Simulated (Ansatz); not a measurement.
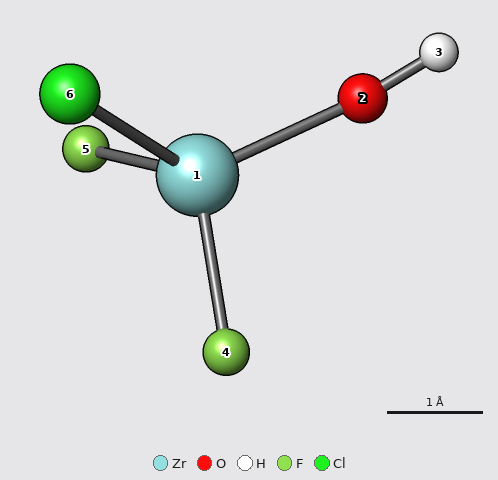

**Figure 1.** The starting structure (ball-and-stick view, seen at a tilt; atoms are numbered from 1 in the order of the input). Sticks mark near contacts.

**Run report: ZrHClOF$_{2}$, molecular dynamics (part 1 of 4)**

System: ZrHClOF$_{2}$.
Method: RHF/def2-SVP (Ansatz 0.2.0).

It belongs to a series of runs on one base structure; here: dynamics from the last frame of an earlier run. Figures and captions count atoms from 1; the log counts them from 0 in places.

## What the program printed
```
Engine: ansatz 0.2.0, aarch64-unknown-linux-gnu
Functional definition: HF
  exchange = exact_x
  correlation = 0
996 factors; integrals over basis functions are off by at most 2.8e-4 eV
mean field evaluation 1: about -21226.5744 eV, gradient 5.8e1 eV
mean field evaluation 2: about -21226.6537 eV, gradient 5.8e1 eV
mean field evaluation 4: about -21233.0593 eV, gradient 2.0e0 eV
mean field evaluation 8: about -21233.1062 eV, gradient 1.7e-1 eV
mean field -21233.10636070 eV, -780.3022664393 hartree, gradient 2.4e-5 eV, S^2 0.000000; 0 other end points of the search recorded, 0 dependent functions left out
the calculation of the forces begins
reference -21233.10636070 eV, -780.3022664393 hartree; 28, 28 occupied and 68, 68 virtual orbitals, 996 factors
md step     0: t =     0.00 fs  T =   300.0 K  F+E_penalty+E_count = -21233.10636070 eV  E_kin = 0.155112 eV  conserved = -21232.95124870 eV  (41 SCF iters)
these checks for a lower state are left out or cut short: starts, cluster_reference, orbital_swaps, neighbouring_geometries, increment
996 factors; integrals over basis functions are off by at most 2.8e-4 eV
mean field evaluation 16: about -21232.9149 eV, gradient 3.3e-3 eV
mean field -21233.09998552 eV, -780.3020321557 hartree, gradient 1.4e-5 eV, S^2 0.000000; 0 other end points of the search recorded, 0 dependent functions left out
the calculation of the forces begins
reference -21233.09998552 eV, -780.3020321557 hartree; 28, 28 occupied and 68, 68 virtual orbitals, 996 factors
md step     1: t =     0.50 fs  T =   287.7 K  F+E_penalty+E_count = -21233.09998552 eV  E_kin = 0.148742 eV  conserved = -21232.95124307 eV  (40 SCF iters)
[... from here on the SCF iterations and repeated set-up lines of each step are left out, up to the last step ...]
md step     2: t =     1.00 fs  T =   272.3 K  F+E_penalty+E_count = -21233.09204052 eV  E_kin = 0.140794 eV  conserved = -21232.95124686 eV  (39 SCF iters)
md step     3: t =     1.50 fs  T =   255.3 K  F+E_penalty+E_count = -21233.08323690 eV  E_kin = 0.131979 eV  conserved = -21232.95125761 eV  (40 SCF iters)
md step     4: t =     2.00 fs  T =   238.9 K  F+E_penalty+E_count = -21233.07475241 eV  E_kin = 0.123502 eV  conserved = -21232.95125055 eV  (40 SCF iters)
md step     5: t =     2.50 fs  T =   225.8 K  F+E_penalty+E_count = -21233.06798361 eV  E_kin = 0.116734 eV  conserved = -21232.95124965 eV  (40 SCF iters)
md step     6: t =     3.00 fs  T =   218.4 K  F+E_penalty+E_count = -21233.06418352 eV  E_kin = 0.112929 eV  conserved = -21232.95125489 eV  (40 SCF iters)
md step     7: t =     3.50 fs  T =   218.2 K  F+E_penalty+E_count = -21233.06409227 eV  E_kin = 0.112839 eV  conserved = -21232.95125346 eV  (39 SCF iters)
md step     8: t =     4.00 fs  T =   225.3 K  F+E_penalty+E_count = -21233.06772799 eV  E_kin = 0.116474 eV  conserved = -21232.95125350 eV  (39 SCF iters)
md step     9: t =     4.50 fs  T =   238.1 K  F+E_penalty+E_count = -21233.07437415 eV  E_kin = 0.123125 eV  conserved = -21232.95124891 eV  (40 SCF iters)
md step    10: t =     5.00 fs  T =   254.4 K  F+E_penalty+E_count = -21233.08278551 eV  E_kin = 0.131532 eV  conserved = -21232.95125380 eV  (40 SCF iters)
md step    11: t =     5.50 fs  T =   271.4 K  F+E_penalty+E_count = -21233.09155877 eV  E_kin = 0.140304 eV  conserved = -21232.95125442 eV  (40 SCF iters)
md step    12: t =     6.00 fs  T =   286.7 K  F+E_penalty+E_count = -21233.09949310 eV  E_kin = 0.148249 eV  conserved = -21232.95124378 eV  (40 SCF iters)
md step    13: t =     6.50 fs  T =   299.0 K  F+E_penalty+E_count = -21233.10585986 eV  E_kin = 0.154607 eV  conserved = -21232.95125308 eV  (40 SCF iters)
md step    14: t =     7.00 fs  T =   308.0 K  F+E_penalty+E_count = -21233.11052113 eV  E_kin = 0.159267 eV  conserved = -21232.95125436 eV  (40 SCF iters)
md step    15: t =     7.50 fs  T =   314.6 K  F+E_penalty+E_count = -21233.11388128 eV  E_kin = 0.162637 eV  conserved = -21232.95124420 eV  (39 SCF iters)
md step    16: t =     8.00 fs  T =   320.1 K  F+E_penalty+E_count = -21233.11673710 eV  E_kin = 0.165485 eV  conserved = -21232.95125256 eV  (39 SCF iters)
md step    17: t =     8.50 fs  T =   326.5 K  F+E_penalty+E_count = -21233.12005886 eV  E_kin = 0.168805 eV  conserved = -21232.95125341 eV  (40 SCF iters)
md step    18: t =     9.00 fs  T =   335.6 K  F+E_penalty+E_count = -21233.12477430 eV  E_kin = 0.173526 eV  conserved = -21232.95124850 eV  (40 SCF iters)
md step    19: t =     9.50 fs  T =   348.8 K  F+E_penalty+E_count = -21233.13159263 eV  E_kin = 0.180342 eV  conserved = -21232.95125070 eV  (40 SCF iters)
md step    20: t =    10.00 fs  T =   366.7 K  F+E_penalty+E_count = -21233.14085716 eV  E_kin = 0.189606 eV  conserved = -21232.95125069 eV  (64 SCF iters)
md step    21: t =    10.50 fs  T =   389.2 K  F+E_penalty+E_count = -21233.15247749 eV  E_kin = 0.201224 eV  conserved = -21232.95125359 eV  (40 SCF iters)
md step    22: t =    11.00 fs  T =   415.2 K  F+E_penalty+E_count = -21233.16593271 eV  E_kin = 0.214684 eV  conserved = -21232.95124822 eV  (40 SCF iters)
md step    23: t =    11.50 fs  T =   443.0 K  F+E_penalty+E_count = -21233.18031608 eV  E_kin = 0.229068 eV  conserved = -21232.95124771 eV  (40 SCF iters)
md step    24: t =    12.00 fs  T =   470.4 K  F+E_penalty+E_count = -21233.19447106 eV  E_kin = 0.243213 eV  conserved = -21232.95125778 eV  (38 SCF iters)
md step    25: t =    12.50 fs  T =   495.0 K  F+E_penalty+E_count = -21233.20718365 eV  E_kin = 0.255938 eV  conserved = -21232.95124615 eV  (39 SCF iters)
md step    26: t =    13.00 fs  T =   514.8 K  F+E_penalty+E_count = -21233.21739999 eV  E_kin = 0.266154 eV  conserved = -21232.95124576 eV  (38 SCF iters)
md step    27: t =    13.50 fs  T =   528.4 K  F+E_penalty+E_count = -21233.22446708 eV  E_kin = 0.273207 eV  conserved = -21232.95125964 eV  (39 SCF iters)
md step    28: t =    14.00 fs  T =   535.9 K  F+E_penalty+E_count = -21233.22831043 eV  E_kin = 0.277064 eV  conserved = -21232.95124640 eV  (38 SCF iters)
md step    29: t =    14.50 fs  T =   538.2 K  F+E_penalty+E_count = -21233.22949708 eV  E_kin = 0.278250 eV  conserved = -21232.95124683 eV  (39 SCF iters)
md step    30: t =    15.00 fs  T =   537.4 K  F+E_penalty+E_count = -21233.22913027 eV  E_kin = 0.277871 eV  conserved = -21232.95125898 eV  (39 SCF iters)
md step    31: t =    15.50 fs  T =   536.3 K  F+E_penalty+E_count = -21233.22855625 eV  E_kin = 0.277306 eV  conserved = -21232.95124987 eV  (38 SCF iters)
md step    32: t =    16.00 fs  T =   537.1 K  F+E_penalty+E_count = -21233.22897723 eV  E_kin = 0.277727 eV  conserved = -21232.95125033 eV  (37 SCF iters)
md step    33: t =    16.50 fs  T =   541.2 K  F+E_penalty+E_count = -21233.23105989 eV  E_kin = 0.279805 eV  conserved = -21232.95125523 eV  (37 SCF iters)
md step    34: t =    17.00 fs  T =   548.2 K  F+E_penalty+E_count = -21233.23469705 eV  E_kin = 0.283444 eV  conserved = -21232.95125315 eV  (37 SCF iters)
md step    35: t =    17.50 fs  T =   556.6 K  F+E_penalty+E_count = -21233.23904577 eV  E_kin = 0.287794 eV  conserved = -21232.95125207 eV  (38 SCF iters)
md step    36: t =    18.00 fs  T =   563.9 K  F+E_penalty+E_count = -21233.24278320 eV  E_kin = 0.291534 eV  conserved = -21232.95124900 eV  (37 SCF iters)
md step    37: t =    18.50 fs  T =   567.2 K  F+E_penalty+E_count = -21233.24451139 eV  E_kin = 0.293258 eV  conserved = -21232.95125345 eV  (38 SCF iters)
md step    38: t =    19.00 fs  T =   564.6 K  F+E_penalty+E_count = -21233.24316897 eV  E_kin = 0.291917 eV  conserved = -21232.95125149 eV  (38 SCF iters)
md step    39: t =    19.50 fs  T =   555.2 K  F+E_penalty+E_count = -21233.23829378 eV  E_kin = 0.287048 eV  conserved = -21232.95124589 eV  (38 SCF iters)
md step    40: t =    20.00 fs  T =   539.3 K  F+E_penalty+E_count = -21233.23010894 eV  E_kin = 0.278856 eV  conserved = -21232.95125283 eV  (38 SCF iters)
md step    41: t =    20.50 fs  T =   518.7 K  F+E_penalty+E_count = -21233.21942966 eV  E_kin = 0.268178 eV  conserved = -21232.95125145 eV  (38 SCF iters)
md step    42: t =    21.00 fs  T =   495.5 K  F+E_penalty+E_count = -21233.20745168 eV  E_kin = 0.256203 eV  conserved = -21232.95124857 eV  (38 SCF iters)
md step    43: t =    21.50 fs  T =   472.4 K  F+E_penalty+E_count = -21233.19549903 eV  E_kin = 0.244248 eV  conserved = -21232.95125146 eV  (38 SCF iters)
md step    44: t =    22.00 fs  T =   451.6 K  F+E_penalty+E_count = -21233.18476192 eV  E_kin = 0.233511 eV  conserved = -21232.95125081 eV  (38 SCF iters)
md step    45: t =    22.50 fs  T =   434.9 K  F+E_penalty+E_count = -21233.17610122 eV  E_kin = 0.224848 eV  conserved = -21232.95125363 eV  (38 SCF iters)
md step    46: t =    23.00 fs  T =   422.9 K  F+E_penalty+E_count = -21233.16992454 eV  E_kin = 0.218676 eV  conserved = -21232.95124850 eV  (38 SCF iters)
md step    47: t =    23.50 fs  T =   415.6 K  F+E_penalty+E_count = -21233.16612010 eV  E_kin = 0.214871 eV  conserved = -21232.95124909 eV  (38 SCF iters)
md step    48: t =    24.00 fs  T =   411.7 K  F+E_penalty+E_count = -21233.16410231 eV  E_kin = 0.212844 eV  conserved = -21232.95125834 eV  (39 SCF iters)
md step    49: t =    24.50 fs  T =   409.4 K  F+E_penalty+E_count = -21233.16293381 eV  E_kin = 0.211689 eV  conserved = -21232.95124522 eV  (38 SCF iters)
md step    50: t =    25.00 fs  T =   406.7 K  F+E_penalty+E_count = -21233.16150816 eV  E_kin = 0.210261 eV  conserved = -21232.95124729 eV  (38 SCF iters)
md step    51: t =    25.50 fs  T =   401.4 K  F+E_penalty+E_count = -21233.15881181 eV  E_kin = 0.207551 eV  conserved = -21232.95126090 eV  (39 SCF iters)
md step    52: t =    26.00 fs  T =   392.5 K  F+E_penalty+E_count = -21233.15419017 eV  E_kin = 0.202946 eV  conserved = -21232.95124369 eV  (38 SCF iters)
md step    53: t =    26.50 fs  T =   379.7 K  F+E_penalty+E_count = -21233.14756856 eV  E_kin = 0.196321 eV  conserved = -21232.95124708 eV  (38 SCF iters)
md step    54: t =    27.00 fs  T =   364.2 K  F+E_penalty+E_count = -21233.13956151 eV  E_kin = 0.188300 eV  conserved = -21232.95126121 eV  (61 SCF iters)
md step    55: t =    27.50 fs  T =   348.4 K  F+E_penalty+E_count = -21233.13138705 eV  E_kin = 0.180141 eV  conserved = -21232.95124609 eV  (38 SCF iters)
md step    56: t =    28.00 fs  T =   335.3 K  F+E_penalty+E_count = -21233.12459577 eV  E_kin = 0.173347 eV  conserved = -21232.95124919 eV  (38 SCF iters)
md step    57: t =    28.50 fs  T =   327.6 K  F+E_penalty+E_count = -21233.12063858 eV  E_kin = 0.169380 eV  conserved = -21232.95125898 eV  (38 SCF iters)
md step    58: t =    29.00 fs  T =   327.2 K  F+E_penalty+E_count = -21233.12042215 eV  E_kin = 0.169171 eV  conserved = -21232.95125110 eV  (38 SCF iters)
md step    59: t =    29.50 fs  T =   334.2 K  F+E_penalty+E_count = -21233.12403592 eV  E_kin = 0.172785 eV  conserved = -21232.95125100 eV  (38 SCF iters)
md step    60: t =    30.00 fs  T =   347.1 K  F+E_penalty+E_count = -21233.13071424 eV  E_kin = 0.179461 eV  conserved = -21232.95125333 eV  (38 SCF iters)
md step    61: t =    30.50 fs  T =   363.3 K  F+E_penalty+E_count = -21233.13908186 eV  E_kin = 0.187829 eV  conserved = -21232.95125304 eV  (38 SCF iters)
md step    62: t =    31.00 fs  T =   379.7 K  F+E_penalty+E_count = -21233.14758429 eV  E_kin = 0.196335 eV  conserved = -21232.95124979 eV  (38 SCF iters)
md step    63: t =    31.50 fs  T =   393.9 K  F+E_penalty+E_count = -21233.15490605 eV  E_kin = 0.203658 eV  conserved = -21232.95124804 eV  (38 SCF iters)
md step    64: t =    32.00 fs  T =   404.3 K  F+E_penalty+E_count = -21233.16027751 eV  E_kin = 0.209025 eV  conserved = -21232.95125290 eV  (39 SCF iters)
md step    65: t =    32.50 fs  T =   410.7 K  F+E_penalty+E_count = -21233.16358833 eV  E_kin = 0.212339 eV  conserved = -21232.95124936 eV  (38 SCF iters)
md step    66: t =    33.00 fs  T =   414.0 K  F+E_penalty+E_count = -21233.16531103 eV  E_kin = 0.214063 eV  conserved = -21232.95124817 eV  (38 SCF iters)
md step    67: t =    33.50 fs  T =   415.9 K  F+E_penalty+E_count = -21233.16630926 eV  E_kin = 0.215057 eV  conserved = -21232.95125208 eV  (39 SCF iters)
md step    68: t =    34.00 fs  T =   418.4 K  F+E_penalty+E_count = -21233.16758227 eV  E_kin = 0.216332 eV  conserved = -21232.95124987 eV  (38 SCF iters)
md step    69: t =    34.50 fs  T =   423.1 K  F+E_penalty+E_count = -21233.17003074 eV  E_kin = 0.218779 eV  conserved = -21232.95125151 eV  (38 SCF iters)
md step    70: t =    35.00 fs  T =   431.3 K  F+E_penalty+E_count = -21233.17427015 eV  E_kin = 0.223021 eV  conserved = -21232.95124960 eV  (38 SCF iters)
md step    71: t =    35.50 fs  T =   443.4 K  F+E_penalty+E_count = -21233.18049513 eV  E_kin = 0.229245 eV  conserved = -21232.95124999 eV  (39 SCF iters)
md step    72: t =    36.00 fs  T =   458.7 K  F+E_penalty+E_count = -21233.18844393 eV  E_kin = 0.237188 eV  conserved = -21232.95125576 eV  (39 SCF iters)
md step    73: t =    36.50 fs  T =   476.1 K  F+E_penalty+E_count = -21233.19742351 eV  E_kin = 0.246177 eV  conserved = -21232.95124615 eV  (38 SCF iters)
md step    74: t =    37.00 fs  T =   493.5 K  F+E_penalty+E_count = -21233.20639803 eV  E_kin = 0.255148 eV  conserved = -21232.95124970 eV  (38 SCF iters)
md step    75: t =    37.50 fs  T =   508.5 K  F+E_penalty+E_count = -21233.21416092 eV  E_kin = 0.262902 eV  conserved = -21232.95125855 eV  (38 SCF iters)
md step    76: t =    38.00 fs  T =   518.9 K  F+E_penalty+E_count = -21233.21954537 eV  E_kin = 0.268302 eV  conserved = -21232.95124374 eV  (39 SCF iters)
md step    77: t =    38.50 fs  T =   523.0 K  F+E_penalty+E_count = -21233.22165729 eV  E_kin = 0.270408 eV  conserved = -21232.95124970 eV  (38 SCF iters)
md step    78: t =    39.00 fs  T =   520.0 K  F+E_penalty+E_count = -21233.22009706 eV  E_kin = 0.268837 eV  conserved = -21232.95125957 eV  (38 SCF iters)
md step    79: t =    39.50 fs  T =   510.3 K  F+E_penalty+E_count = -21233.21509488 eV  E_kin = 0.263850 eV  conserved = -21232.95124468 eV  (38 SCF iters)
md step    80: t =    40.00 fs  T =   495.6 K  F+E_penalty+E_count = -21233.20751672 eV  E_kin = 0.256266 eV  conserved = -21232.95125063 eV  (38 SCF iters)
md step    81: t =    40.50 fs  T =   478.6 K  F+E_penalty+E_count = -21233.19869044 eV  E_kin = 0.247432 eV  conserved = -21232.95125876 eV  (38 SCF iters)
md step    82: t =    41.00 fs  T =   461.9 K  F+E_penalty+E_count = -21233.19007565 eV  E_kin = 0.238826 eV  conserved = -21232.95124944 eV  (39 SCF iters)
md step    83: t =    41.50 fs  T =   448.0 K  F+E_penalty+E_count = -21233.18287864 eV  E_kin = 0.231626 eV  conserved = -21232.95125214 eV  (38 SCF iters)
md step    84: t =    42.00 fs  T =   438.0 K  F+E_penalty+E_count = -21233.17770108 eV  E_kin = 0.226446 eV  conserved = -21232.95125540 eV  (38 SCF iters)
md step    85: t =    42.50 fs  T =   431.5 K  F+E_penalty+E_count = -21233.17438208 eV  E_kin = 0.223128 eV  conserved = -21232.95125383 eV  (38 SCF iters)
md step    86: t =    43.00 fs  T =   427.1 K  F+E_penalty+E_count = -21233.17209599 eV  E_kin = 0.220845 eV  conserved = -21232.95125111 eV  (62 SCF iters)
md step    87: t =    43.50 fs  T =   422.4 K  F+E_penalty+E_count = -21233.16963057 eV  E_kin = 0.218381 eV  conserved = -21232.95124976 eV  (39 SCF iters)
md step    88: t =    44.00 fs  T =   414.9 K  F+E_penalty+E_count = -21233.16577484 eV  E_kin = 0.214520 eV  conserved = -21232.95125501 eV  (38 SCF iters)
md step    89: t =    44.50 fs  T =   403.1 K  F+E_penalty+E_count = -21233.15967176 eV  E_kin = 0.208422 eV  conserved = -21232.95124934 eV  (38 SCF iters)
md step    90: t =    45.00 fs  T =   386.4 K  F+E_penalty+E_count = -21233.15101977 eV  E_kin = 0.199773 eV  conserved = -21232.95124686 eV  (38 SCF iters)
md step    91: t =    45.50 fs  T =   365.3 K  F+E_penalty+E_count = -21233.14011735 eV  E_kin = 0.188862 eV  conserved = -21232.95125517 eV  (40 SCF iters)
md step    92: t =    46.00 fs  T =   341.4 K  F+E_penalty+E_count = -21233.12775817 eV  E_kin = 0.176508 eV  conserved = -21232.95124991 eV  (40 SCF iters)
md step    93: t =    46.50 fs  T =   316.8 K  F+E_penalty+E_count = -21233.11503805 eV  E_kin = 0.163790 eV  conserved = -21232.95124808 eV  (40 SCF iters)
md step    94: t =    47.00 fs  T =   293.7 K  F+E_penalty+E_count = -21233.10313359 eV  E_kin = 0.151880 eV  conserved = -21232.95125373 eV  (39 SCF iters)
md step    95: t =    47.50 fs  T =   274.3 K  F+E_penalty+E_count = -21233.09308669 eV  E_kin = 0.141836 eV  conserved = -21232.95125107 eV  (39 SCF iters)
md step    96: t =    48.00 fs  T =   259.9 K  F+E_penalty+E_count = -21233.08564899 eV  E_kin = 0.134398 eV  conserved = -21232.95125075 eV  (40 SCF iters)
md step    97: t =    48.50 fs  T =   251.3 K  F+E_penalty+E_count = -21233.08117624 eV  E_kin = 0.129926 eV  conserved = -21232.95125048 eV  (39 SCF iters)
md step    98: t =    49.00 fs  T =   248.2 K  F+E_penalty+E_count = -21233.07957845 eV  E_kin = 0.128327 eV  conserved = -21232.95125183 eV  (40 SCF iters)
md step    99: t =    49.50 fs  T =   249.7 K  F+E_penalty+E_count = -21233.08035510 eV  E_kin = 0.129102 eV  conserved = -21232.95125326 eV  (40 SCF iters)
md step   100: t =    50.00 fs  T =   254.2 K  F+E_penalty+E_count = -21233.08267999 eV  E_kin = 0.131433 eV  conserved = -21232.95124710 eV  (39 SCF iters)
md step   101: t =    50.50 fs  T =   259.7 K  F+E_penalty+E_count = -21233.08554437 eV  E_kin = 0.134292 eV  conserved = -21232.95125221 eV  (40 SCF iters)
```
